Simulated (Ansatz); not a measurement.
Si (diamond structure), cut as (100) film, 12 layers, 2x1 monofluoride, F-ended

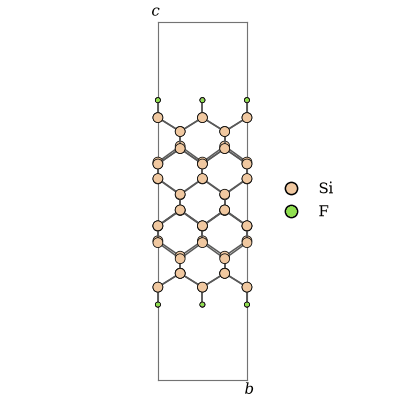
Structure after relaxation, one periodic cell

The numbers are results of PBE (plane waves to 420 eV, PAW; Ansatz, a first-principles code), not measurements.

change of bonding against the cut: none
number of neighbours within 2.839 Å (ending not counted): 3 for 8 atoms, 4 for 40 atoms
mean Si-Si distance (least to greatest): 2.372 Å (2.352 to 2.430)
